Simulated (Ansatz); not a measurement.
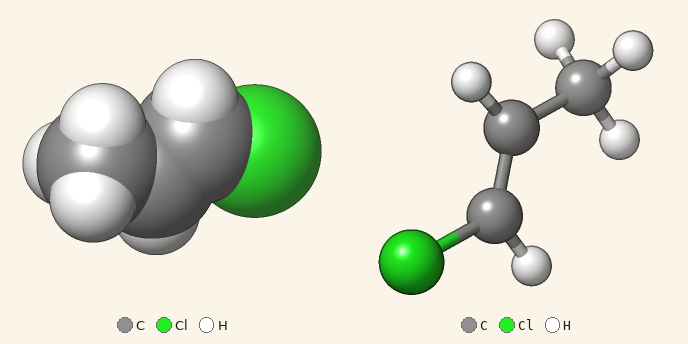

Both panels show the same species.

The geometry was computed by an optimisation with PBE0-D4/def2-TZVP. No frequency run is at hand to confirm it as a minimum.

**Give the formula.**

C₃H₅Cl, 9 atoms: 3 carbon, 5 hydrogen and 1 chlorine.

**Give the symmetry (Schoenflies symbol).**

Cs.

**Name some functional groups or characteristic bonds that it holds.**

Among them: alkene, C–Cl bond.

More results for the same structure follow; atom numbers are the same in all pictures, views and colours differ.

## Shape

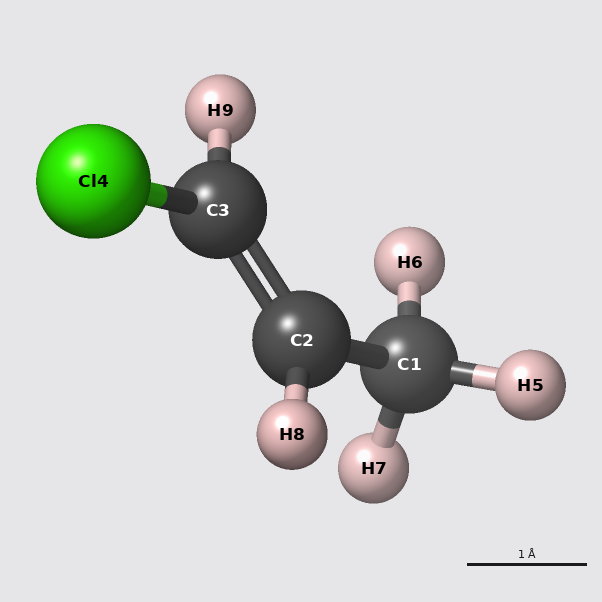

The atoms are numbered. No frequency run is at hand to confirm it as a minimum.

Which atoms are bonded, and how long are the bonds?

```tsv
bond	length (Å)	order
C1–C2	1.489	single
C1–H5	1.094	single
C1–H6	1.091	single
C1–H7	1.094	single
C2–C3	1.323	double
C2–H8	1.086	single
C3–Cl4	1.723	single
C3–H9	1.083	single
```

## Levels of theory compared

No frequency run is at hand to confirm it as a minimum. Program: Ansatz 0.2.0.

Compare HOMO energy (eV) at these levels: B3LYP-D4/def2-TZVPP; BHLYP-D4/def2-TZVPP; CAM-B3LYP-D4/def2-TZVPP; PBE0-D4/def2-TZVPP; SPW92 (LDA)/def2-TZVPP; r2SCAN-D4/def2-TZVPP; r2SCAN0-D4/def2-TZVPP; r2SCANh-D4/def2-TZVPP; revPBE-D4/def2-TZVPP; ωB97M-V/def2-TZVPP; ωB97X-V/def2-TZVPP.

| level | HOMO energy (eV) |
| --- | --- |
| B3LYP-D4/def2-TZVPP | −6.89 |
| BHLYP-D4/def2-TZVPP | −8.12 |
| CAM-B3LYP-D4/def2-TZVPP | −8.42 |
| PBE0-D4/def2-TZVPP | −7.11 |
| SPW92 (LDA)/def2-TZVPP | −6.10 |
| r2SCAN-D4/def2-TZVPP | −6.17 |
| r2SCAN0-D4/def2-TZVPP | −7.25 |
| r2SCANh-D4/def2-TZVPP | −6.60 |
| revPBE-D4/def2-TZVPP | −5.90 |
| ωB97M-V/def2-TZVPP | −9.29 |
| ωB97X-V/def2-TZVPP | −9.41 |

## Charges

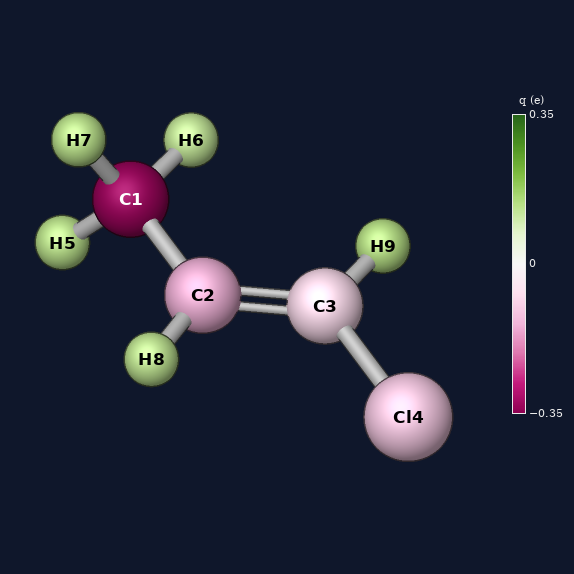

Atoms are coloured by their Mulliken charges. No frequency run is at hand to confirm it as a minimum. Method: RKS PBE0-D4/def2-TZVP (Ansatz 0.2.0).

**Which atom carries the highest charge (most positive or least negative)?**

H9 (0.14 e).

**And the lowest?**

C1 (−0.34 e).

Give the Mulliken charges atom by atom.

| atom | value (e) |
| --- | --- |
| C1 | −0.34 |
| C2 | −0.14 |
| C3 | −0.07 |
| Cl4 | −0.10 |
| H5 | 0.13 |
| H6 | 0.12 |
| H7 | 0.13 |
| H8 | 0.13 |
| H9 | 0.14 |

## Dipole moment

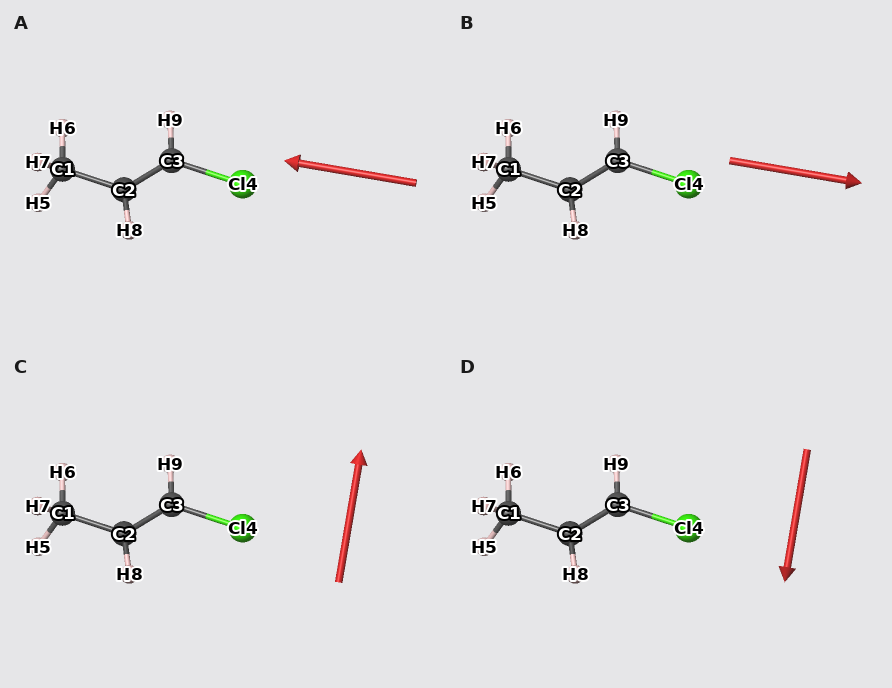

The same molecule four times, each with an arrow. No frequency run is at hand to confirm it as a minimum. Properties computed with RKS B3LYP-D4/def2-TZVPP (Ansatz 0.2.0).

**Which arrow points along the dipole moment, from the negative to the positive end?**

A. The dipole moment is 1.87 D; it points from the side of Cl4 to the side of H5, H7 (the outermost atoms at the two ends).

Mulliken values depend strongly on the basis set and can even reverse the polarity of a bond.
